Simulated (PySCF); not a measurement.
## Electronic structure of C4H12PSi2 (doublet) in real space

```xyz
19

C    -2.2735   -0.8166    1.1870
Si   -0.8689    0.4267    0.8776
C    -0.7950    0.9260   -0.9765
C    -0.0072   -0.1150   -1.7789
C     1.1750   -0.6623   -1.0598
Si    1.2447   -0.5382    0.7815
P     2.8810    0.8298    1.5743
H    -2.3156   -1.1009    2.2334
H    -3.2415   -0.4022    0.9218
H    -2.1311   -1.7235    0.6068
H    -1.1239    1.6368    1.6772
H    -0.2786    1.8845   -1.0495
H    -1.7762    1.0674   -1.4284
H     0.3008    0.3051   -2.7443
H    -0.6776   -0.9524   -2.0229
H     1.8706   -1.2271   -1.6649
H     1.6159   -1.8213    1.4088
H     3.8353    0.3858    0.6790
H     2.5559    1.9066    0.7701
```

Geometry: GFN2-xTB.

Theory: UKS B3LYP, pcH-1 on C H P Si, non-relativistic, mean-field spin-orbit, GIAO (PySCF 2.14.0, density-fitted response routines).

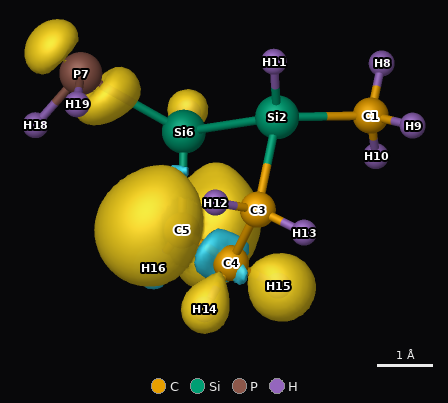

Figure 1. Isosurfaces of the spin density at +0.015 (yellow) and −0.015 e/Å³ (cyan), seen at a tilt.

Where is the unpaired spin?

The unpaired spin (1 electron) lies mostly on C5 (about 0.6), Si6 (about 0.1) and P7 (about 0.1), in electrons by Hirshfeld's partition.

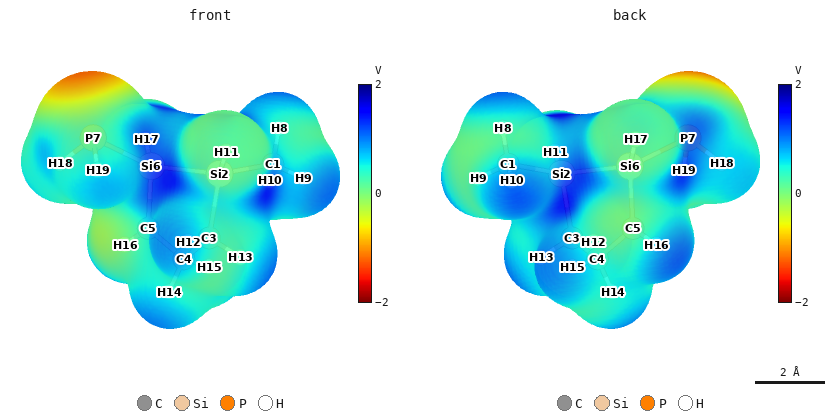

Figure 2. The molecular electrostatic potential painted on the density surface at 0.004 e/bohr³, seen from the front and from behind; the colour scale runs from red (negative) to blue (positive).

Where is the surface potential most negative and most positive?

The most negative region (about −1.2 V) lies over P7, the most positive (about +1.5 V) over Si2.
